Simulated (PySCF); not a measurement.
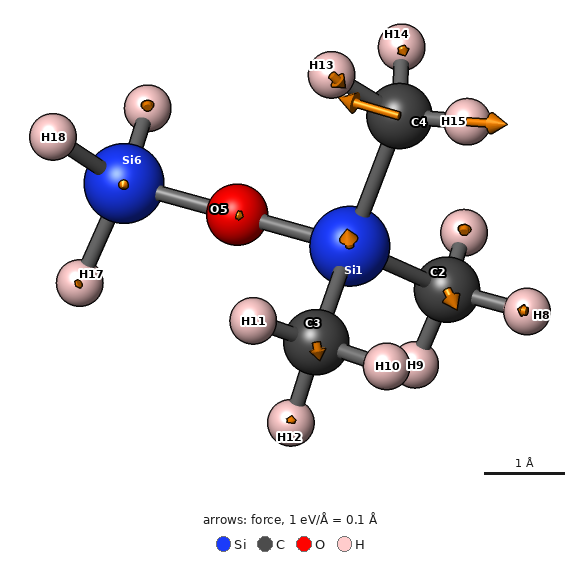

Starting geometry of C3H12OSi2 with the computed forces as orange arrows. A ball-and-stick model, seen at a tilt.

The start comes from GFN2-xTB. Its atoms were then displaced at random by about 0.03 Å.

Level of theory: PBE0-D3(BJ)/def2-SVP geometry optimisation, gas phase in PySCF 2.14.0, density-fitted response routines. 

Is this structure relaxed? If not, where do the atoms go?

It isn't relaxed: the largest force vector, on a C atom, is 8.68 eV/Å. The final displacements have little in common with the starting forces (cosine between the two patterns 0.09). An H atom moves most after the best rigid fit: 0.61 Å. Largest moves by element: H 0.61 Å, O 0.45 Å, C 0.27 Å, Si 0.20 Å. Among the contacts that change: C–H 0.977 → 1.102 Å, C–H 1.216 → 1.102 Å, C–Si 1.960 → 1.873 Å, H–Si 1.422 → 1.492 Å. Among the angles between lasting bonds that change: Si–O–Si 177.0° → 142.9°, H–C–H 94.6° → 107.9°, H–C–H 100.6° → 107.7°. The energy falls by 25.2 kcal/mol in 18 geometry steps.
